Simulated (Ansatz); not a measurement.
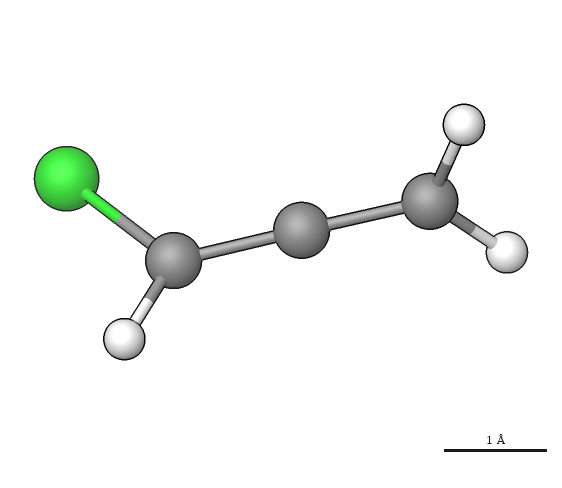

The picture shows a molecular structure as a ball-and-stick model. Colours: carbon grey, chlorine green, hydrogen white.

Computed geometry: PBE0-D4/def2-TZVP optimisation.

> Which formula does it have?

C3H3Cl, 7 atoms: 3 carbon, 3 hydrogen and 1 chlorine.

> How many atoms are distinct by symmetry?

6: 1 C, 1 C, 1 C, 1 Cl, 2 H, 1 H.

> Name functional groups in it.

Among them: C–Cl bond.

The parts below concern this one geometry. Atoms keep their numbers from picture to picture.

**Shape**

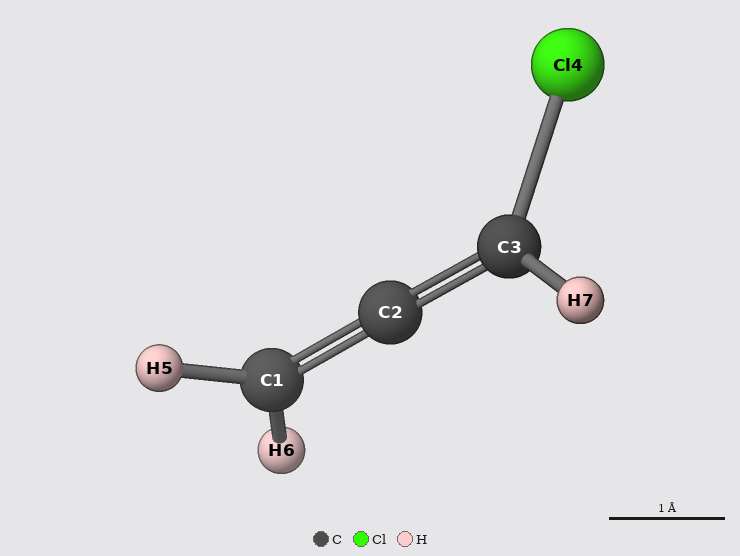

Atoms carry their numbers in the input.

> Describe the coordination of atom 1.

C1 has 3 neighbours (C2 at 1.30, H5 at 1.09, H6 at 1.09 Å); the arrangement is trigonal planar.

> How are the neighbours of atom 3 arranged?

C3 has 3 neighbours (C2 at 1.30, Cl4 at 1.73, H7 at 1.08 Å); the arrangement is trigonal planar.

> What is the geometry at C2?

C2 has 2 neighbours (C1 at 1.30, C3 at 1.30 Å); the arrangement is linear.

**Vibrations**

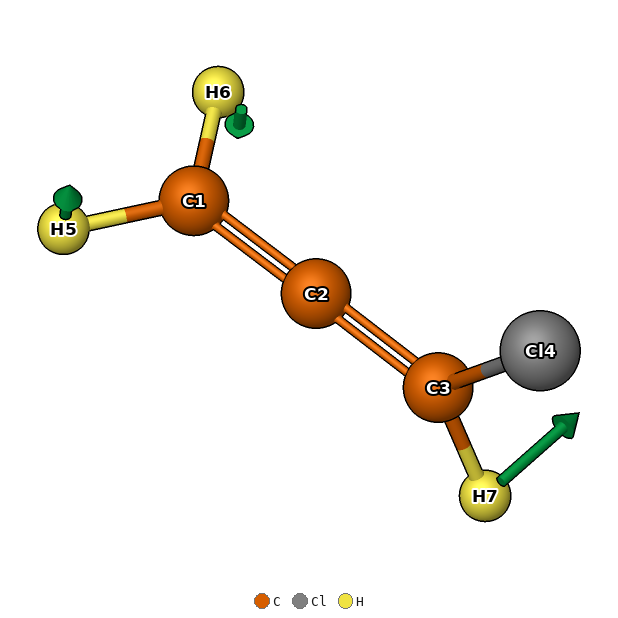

The arrows show one normal mode. Harmonic vibrations computed with RKS PBE0-D4/def2-TZVP (Ansatz 0.2.0) at a stationary point of the same level.

> Estimate its harmonic wavenumber.

860 cm⁻¹; it is mode 6 of 15 counted from the lowest.

**Electronic properties**

Method: RKS r2SCAN-D4/def2-TZVPP (Ansatz 0.2.0).

> What is the dipole moment?

1.65 D.

> What is the dispersion correction?

−2.9 kJ/mol.

> Estimate the HOMO–LUMO gap.

4.83 eV.

> Estimate the HOMO energy (Kohn–Sham orbital).

−6.39 eV.

**Thermal motion**

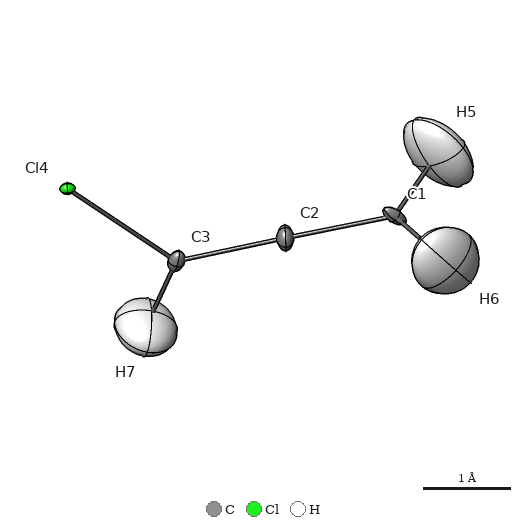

Displacement ellipsoids at the 50 % level, enlarged 2 times, from the internal vibrations of the free molecule (harmonic, no overall translation or rotation; no half-axis is drawn under 0.075 Å). Vibrations computed with RKS PBE0-D4/def2-TZVP (Ansatz 0.2.0). Temperature: 100 K.

Give the displacement parameters, one line for each set of equivalent atoms.

```tsv
atom	U_eq (Å²)	rms amplitudes (Å)
C1	0.0015	0.023, 0.029, 0.055
C2	0.0021	0.033, 0.051, 0.052
C3	0.0015	0.031, 0.032, 0.049
Cl4	0.00035	0.005, 0.013, 0.029
H5, H6	0.0166	0.075, 0.130, 0.166
H7	0.0134	0.085, 0.120, 0.137
```
